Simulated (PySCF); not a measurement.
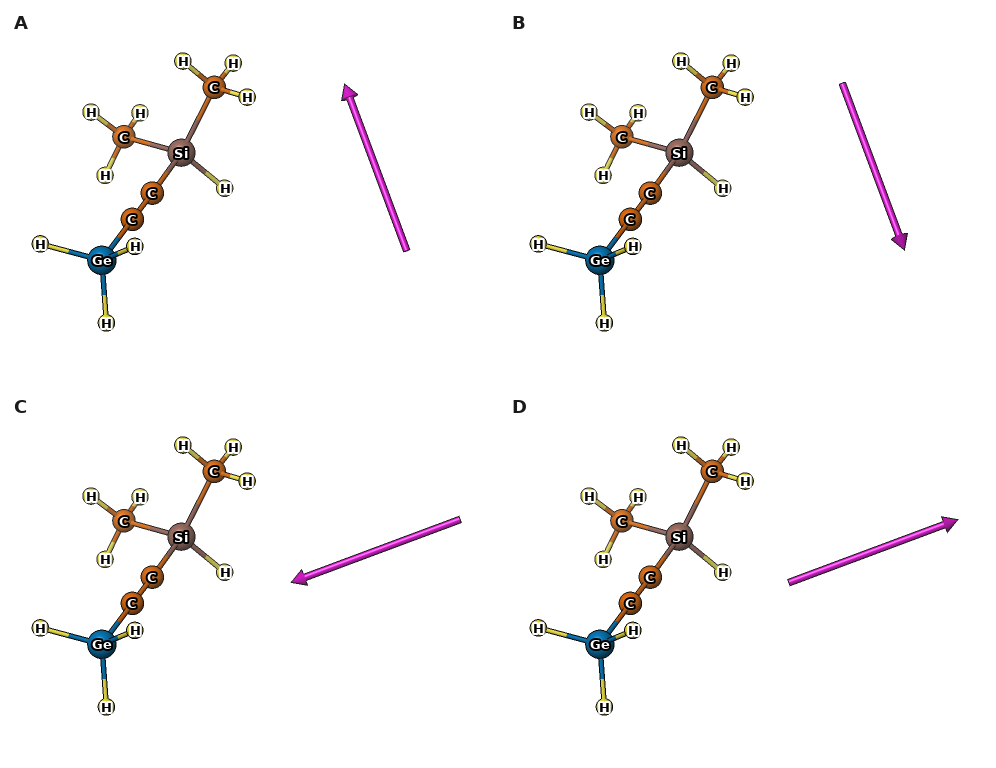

The same molecule four times, each with an arrow. The geometry was computed by an optimisation with PBE0-D3(BJ)/def2-SVP. No frequency run is at hand to confirm it as a minimum. Properties computed with PBE0/aug-cc-pVDZ, gas phase (PySCF 2.14.0).

**Which arrow points along the dipole moment, from the negative to the positive end?**

A. The dipole moment is 0.73 D.
